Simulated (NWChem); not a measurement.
# One shape, several levels: [SiF5]− (SMILES F[Si-](F)(F)(F)F)

Aim: a comparison of 6 runs (HF/def2-SVP, SVWN5/6-31G, B3LYP/6-31G*, B3LYP/def2-SVP, PBE0/def2-SVP, MP2/cc-pVDZ) of [SiF5]−. 

The calculation is run with NWChem 7.3.0.

2 further runs of the same task are left out: 2 set aside as unsound or not needed.

### 1 The structure to begin with

[SiF5]−: 6 atoms, total charge -1, spin state singlet. SMILES: `F[Si-](F)(F)(F)F`. Geometry: relaxed at PBE0-D4/def2-TZVPD.

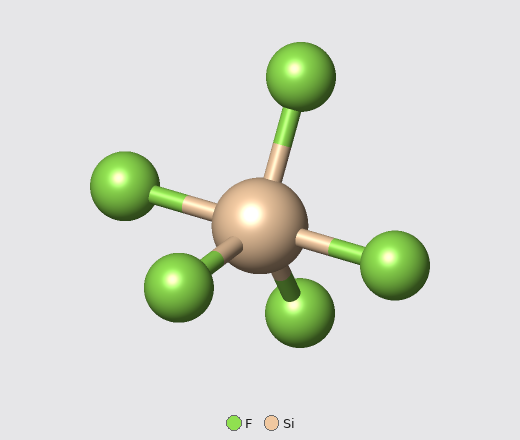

The structure, seen from a chosen angle (fluorine green, silicon light orange).

### 2 Energy and forces at HF/def2-SVP (run 1)

File f5si.nw:

```
start f5si
title "F5Si gradient"
memory 2200 mb
charge -1

geometry units angstroms noautosym nocenter noautoz
  F    -0.716900   -1.106000    1.023500
  Si    0.000000    0.000000    0.000000
  F    -1.466700    0.583500   -0.396400
  F     0.651500   -1.218400   -0.860200
  F     0.716500    1.105800   -1.024000
  F     0.815500    0.635100    1.257000
end

basis spherical bse
  * library def2-SVP
end

scf
  thresh 1e-08
  maxiter 80
end

task scf gradient
```

Command:

```bash
$ nwchem f5si.nw > f5si.out
```

What it wrote:

```text
[...]
  functions       =    88
[...]
  wavefunction    = RHF
[...]
         Total SCF energy =   -785.980051024899
      One-electron energy =  -1852.836071619685
      Two-electron energy =    695.246226962684
 Nuclear repulsion energy =    371.609793632102
        Time for solution =     16.2s
[...]
                         RHF ENERGY GRADIENTS
    atom               coordinates                        gradient
                 x          y          z           x          y          z
   1 F      -1.354745  -2.090037   1.934135   -0.001177  -0.001784   0.001642
   2 Si      0.000000   0.000000   0.000000    0.000037   0.000032   0.000064
   3 F      -2.771661   1.102655  -0.749087    0.001831  -0.000729   0.000504
   4 F       1.231156  -2.302442  -1.625542   -0.000797   0.001514   0.001059
   5 F       1.353989   2.089659  -1.935079    0.001147   0.001776  -0.001671
   6 F       1.541072   1.200165   2.375386   -0.001041  -0.000809  -0.001598
[...]
```

Run time: 20 s. Hardware: 1 thread of Intel Xeon Platinum 8375C at 2.90GHz (Ice Lake), shared host; peak memory 0.1 GiB.

### 3 Energy and forces at SVWN5/6-31G (run 2)

File mymol.nw:

```
start mymol
title "F5Si"
memory 2200 mb
charge -1
geometry units atomic noautosym nocenter noautoz
   F   -1.35474466  -2.09003709   1.93413469
   Si   0.00000000   0.00000000   0.00000000
   F   -2.77166131   1.10265519  -0.74908744
   F    1.23115657  -2.30244231  -1.62554241
   F    1.35398877   2.08965915  -1.93507955
   F    1.54107165   1.20016506   2.37538574
end
basis spherical bse
   * library 6-31G
end
dft
   xc slater vwn_5
   mult 1
   grid xfine
   convergence energy 1e-08
   maxiter 100
   mulliken
   print medium
end
task dft gradient
```

Command:

```bash
$ nwchem mymol.nw > mymol.out
```

What it wrote:

```text
[...]
          Wavefunction type:  closed shell.
          No. of atoms     :     6
          No. of electrons :    60
[...]
          Charge           :    -1
          Spin multiplicity:     1
[...]
          AO basis - number of functions:    58
[...]
              XC Information
              --------------
                        Slater Exchange Functional  1.000 local
                      VWN V Correlation Functional  1.000 local
[...]
 d= 0,ls=0.0,diis     1   -784.3850943288 -1.16D+03  4.10D-02  1.37D+00     1.2
[...]
 d= 0,ls=0.0,diis     8   -784.5543524321  4.15D-09  2.36D-06  7.90D-08     6.2
         Total DFT energy =     -784.554352432077
      One electron energy =    -1851.848375581799
           Coulomb energy =      765.160978982662
    Exchange-Corr. energy =      -69.476722749100
 Nuclear repulsion energy =      371.609766916159
[...]
      Total Density - Mulliken Population Analysis
     ---------------------------------------------
    Atom       Charge   Shell Charges
 -----------   ------   -------------------------------------------------------
    1 F    9     9.46   2.00  0.90  3.31  1.05  2.21
    2 Si  14    12.76   2.00  1.99  5.95  0.91  1.56 -0.07  0.41
    3 F    9     9.44   2.00  0.91  3.31  1.05  2.17
    4 F    9     9.44   2.00  0.91  3.31  1.05  2.17
    5 F    9     9.46   2.00  0.90  3.31  1.05  2.21
    6 F    9     9.44   2.00  0.91  3.31  1.05  2.17
[...]
  wavefunction    = closed shell
                         DFT ENERGY GRADIENTS
    atom               coordinates                        gradient
                 x          y          z           x          y          z
   1 F      -1.354745  -2.090037   1.934135    0.013451   0.020777  -0.019233
   2 Si      0.000000   0.000000   0.000000    0.000036   0.000040   0.000072
   3 F      -2.771661   1.102655  -0.749087    0.040285  -0.016025   0.010898
   4 F       1.231157  -2.302442  -1.625542   -0.017875   0.033454   0.023613
   5 F       1.353989   2.089659  -1.935080   -0.013466  -0.020778   0.019221
   6 F       1.541072   1.200165   2.375386   -0.022432  -0.017468  -0.034572
[...]
```

Run time: 8.7 s. Hardware: 1 thread of Intel Xeon Platinum 8375C at 2.90GHz (Ice Lake), shared host; peak memory 0.13 GiB.

Runs 3 to 4 aren't shown in full; the table further down has their settings and results.

### 4 Energy and gradient at PBE0/def2-SVP (run 5)

File run.py:

```python
from ase import Atoms
from ase.calculators.nwchem import NWChem

system = Atoms(['F', 'Si', 'F', 'F', 'F', 'F'], positions=[
    [-0.716900, -1.106000, 1.023500],
    [-0.000000, -0.000000, -0.000000],
    [-1.466700, 0.583500, -0.396400],
    [0.651500, -1.218400, -0.860200],
    [0.716500, 1.105800, -1.024000],
    [0.815500, 0.635100, 1.257000],
])

calc = NWChem(
    label='test',
    theory='dft',
    memory='2200 mb',
    basis='def2-SVP',
    basispar='spherical bse',
    charge=-1,
    dft={'xc': 'pbe0', 'mult': '1', 'grid': 'xfine', 'convergence': 'energy 1e-08', 'iterations': '100', 'mulliken': None},
)
system.calc = calc

forces = system.get_forces()
print(f"energy = {system.get_potential_energy():.6f} eV")
print("forces (eV/A):")
for s, f in zip(system.symbols, forces):
    print(f"{s:2s} {f[0]:10.5f} {f[1]:10.5f} {f[2]:10.5f}")
print("dipole (e A):", system.get_dipole_moment().round(4))
```

Command:

```bash
$ export ASE_NWCHEM_COMMAND="nwchem PREFIX.nwi > PREFIX.nwo"
$ python run.py
```

What it wrote:

```text
energy = -21442.114575 eV
forces (eV/A):
F    -0.15319   -0.23783    0.22055
Si   -0.00190   -0.00170   -0.00334
F    -0.68890    0.27413   -0.18661
F     0.30524   -0.57192   -0.40325
F     0.15452    0.23814   -0.21926
F     0.38423    0.29917    0.59197
dipole (e A): [0.0001 0.     0.0001]
```

The calculator wrote test.nwi:

```
title "test"

permanent_dir test

scratch_dir test

start test

geometry units angstrom nocenter noautosym noautoz
  F  -7.1689999999999998e-01 -1.1060000000000001e+00 1.0235000000000001e+00
  Si -0.0000000000000000e+00 -0.0000000000000000e+00 -0.0000000000000000e+00
  F  -1.4666999999999999e+00 5.8350000000000002e-01 -3.9639999999999997e-01
  F  6.5149999999999997e-01 -1.2183999999999999e+00 -8.6019999999999996e-01
  F  7.1650000000000003e-01 1.1057999999999999e+00 -1.0240000000000000e+00
  F  8.1550000000000000e-01 6.3510000000000000e-01 1.2569999999999999e+00
end

charge -1

memory 2200 mb

basis spherical bse noprint
   * library def2-SVP
end

dft
  xc pbe0
  mult 1
  grid xfine
  convergence energy 1e-08
  iterations 100
  mulliken
end

task dft gradient
```

test.nwo (excerpt; [...] marks lines left out):

```text
[...]
         Total DFT energy =     -787.983183056581
[...]
  wavefunction    = closed shell
                         DFT ENERGY GRADIENTS
    atom               coordinates                        gradient
                 x          y          z           x          y          z
   1 F      -1.354745  -2.090037   1.934135    0.002979   0.004625  -0.004289
   2 Si      0.000000   0.000000   0.000000    0.000037   0.000033   0.000065
   3 F      -2.771661   1.102655  -0.749087    0.013397  -0.005331   0.003629
   4 F       1.231156  -2.302442  -1.625542   -0.005936   0.011122   0.007842
   5 F       1.353989   2.089659  -1.935079   -0.003005  -0.004631   0.004264
   6 F       1.541072   1.200165   2.375386   -0.007472  -0.005818  -0.011512
[...]
```

Wall time 34 s (1 thread of Intel Xeon Platinum 8375C at 2.90GHz (Ice Lake), shared host); peak memory 0.14 GiB.

### 5 Energy and forces at MP2/cc-pVDZ (run 6)

File mol.nw:

```
echo
start mol
title "F5Si"
memory total 2200 mb
charge -1
geometry units angstrom noautosym nocenter noautoz
  F       -0.716900      -1.106000       1.023500
  Si       0.000000       0.000000       0.000000
  F       -1.466700       0.583500      -0.396400
  F        0.651500      -1.218400      -0.860200
  F        0.716500       1.105800      -1.024000
  F        0.815500       0.635100       1.257000
end
basis "ao basis" spherical bse
  * library cc-pVDZ
end
scf
  thresh 1e-08
  maxiter 80
end
mp2
  freeze core 10
  tight
end
task mp2 gradient
```

Command:

```bash
$ nwchem mol.nw > mol.out
```

What it wrote:

```text
[...]
  functions       =    88
[...]
  wavefunction    = RHF
[...]
         Total SCF energy =   -786.478332222875
      One-electron energy =  -1853.281552584078
      Two-electron energy =    695.193426729101
 Nuclear repulsion energy =    371.609793632102
        Time for solution =     30.7s
[...]
          Total MP2 energy          -787.508325743383
[...]
                         mp2 ENERGY GRADIENTS
    atom               coordinates                        gradient
                 x          y          z           x          y          z
   1 F      -1.354745  -2.090037   1.934135    0.011569   0.017878  -0.016552
   2 Si      0.000000   0.000000   0.000000    0.000037   0.000037   0.000069
   3 F      -2.771661   1.102655  -0.749087    0.029508  -0.011740   0.007984
   4 F       1.231156  -2.302442  -1.625542   -0.013090   0.024504   0.017290
   5 F       1.353989   2.089659  -1.935079   -0.011589  -0.017881   0.016535
   6 F       1.541072   1.200165   2.375386   -0.016434  -0.012797  -0.025326
[...]
```

Run time: 90 s. Hardware: 1 thread of Intel Xeon Platinum 8375C at 2.90GHz (Ice Lake), shared host; peak memory 0.34 GiB.

### 6 Overview of the runs

```tsv
run	level	iteration cap	module	energy (Eh)	HOMO energy (eV)	LUMO energy (eV)	HOMO–LUMO gap (eV)	wall time
1	HF/def2-SVP	80	scf	-785.980051	-10.42	11.30	21.72	20 s
2	SVWN5/6-31G	100	dft	-784.554352	-2.58	5.56	8.14	8.7 s
3	B3LYP/6-31G* (spherical functions)	100	dft	-789.037339	-3.69	7.59	11.28	32 s
4	B3LYP/def2-SVP	100	dft	-788.587441	-3.91	7.53	11.44	29 s
5	PBE0/def2-SVP	100	dft	-787.983183	-4.35	7.87	12.22	34 s
6	MP2/cc-pVDZ	80	mp2	-787.508326	-10.34	12.16	22.51	90 s
```

### 7 Outcome

```
                                                    quantity          value
                                         run 6: total energy  -787.50833 Eh
                  run 6: HOMO energy (Hartree–Fock orbitals)      -10.34 eV
                  run 6: LUMO energy (Hartree–Fock orbitals)       12.16 eV
run 6: HOMO–LUMO gap (to an unbound level, set by the basis)       22.51 eV
         run 6: correlation energy (10 core orbitals frozen)    -1030.0 mEh
                             run 6: largest force on an atom     1.686 eV/Å
```

What this shows: Over runs 1, 2, 3, 4, 5 the HOMO–LUMO gap runs from 8.14 eV (SVWN5/6-31G) to 21.72 eV (HF/def2-SVP). The two ends differ in method and basis. The empty levels of an anion lie above zero and hang on the basis. Totals of different functionals can't be ranked against each other. All runs together took 3.6 min, the longest 90 s.
